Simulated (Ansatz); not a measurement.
Consider IrRh2.

Input

```
crystal:
  lattice:
    - [2.7172591596, 0.0, 0.0]
    - [-1.3586295798, 2.3532154609, 0.0]
    - [0.0, 0.0, 6.6579414609]
  atoms:
    - { symbol: Ir, position: [0.0, 0.0, 0.5] }
    - { symbol: Rh, position: [0.6666666667, 0.3333333333, 0.8323306966] }
    - { symbol: Rh, position: [0.3333333333, 0.6666666667, 0.1676693034] }
basis:
  ecutwfc: 420
kpoints:
  mp_grid: { grid: [18, 18, 8] }
  band_path:
    path:
      - [[0.0, 0.0, 0.0], [0.5, 0.0, 0.0], [0.33333333, 0.33333333, 0.0], [0.0, 0.0, 0.0], [0.0, 0.0, 0.5], [0.5, 0.0, 0.5], [0.33333333, 0.33333333, 0.5], [0.0, 0.0, 0.5]]
      - [[0.5, 0.0, 0.5], [0.5, 0.0, 0.0]]
      - [[0.33333333, 0.33333333, 0.5], [0.33333333, 0.33333333, 0.0]]
    npoints: 14
hamiltonian:
  xc: lda
scf:
  occupations: { method: gaussian, width: 0.1 }
  n_extra_bands: 7
output:
  forces: true
  stress: true
  eigenvalues: true
  populations: true
  dos: { projected: true, de: 0.02, nscf_kmesh: { grid: [22, 22, 10] } }
  bader: true
  write_density: true
  write_potential: true
  elf: true
  volumetric_format: npy
```

Command:

```sh
ansatz run input.yaml --threads 1 --pin off --max-ram 2560MiB --backend cpu --events-out ev --progress --plain --runs-dir out
```

Below, planes, directions and counts refer to the conventional cell (a = 2.72 Å, b = 2.72 Å, c = 6.66 Å, α = 90.00°, β = 90.00°, γ = 120.00°).

Space group P-3m1; a structure generated by program, which may or may not match a known phase; computed pressure about −17 GPa in this cell; computed without spin polarisation.

Level of theory: DFT LDA, scalar-relativistic, plane waves, PAW in Ansatz.

Predict the valence pseudo-density and electron localisation function between the atoms.

Answer. Ir–Rh (2.71 Å): ρ at the midpoint is about 0.4 e/Å³; the ELF is about 0.30 at the midpoint.
Ir–Ir (2.72 Å): ρ is about 0.44 e/Å³ halfway; the ELF is about 0.35 at the midpoint.
Rh–Rh (2.72 Å): ρ is about 0.35 e/Å³ halfway; the ELF is about 0.25 at the midpoint; no shared electron pair shows on this line.
Bader's partition of the density gives Ir −0.05 and Rh +0.03 e.

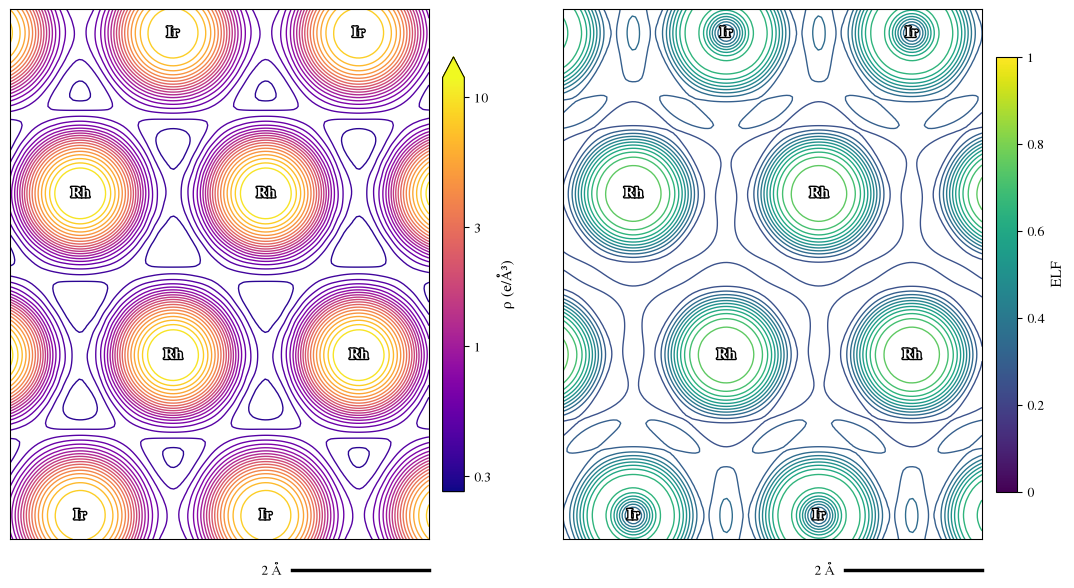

Computed valence pseudo-density and electron localisation function on the (101) plane of the conventional cell, in this order. 

Core electrons are frozen (PAW), and the valence fields are smoothed inside the atomic spheres.
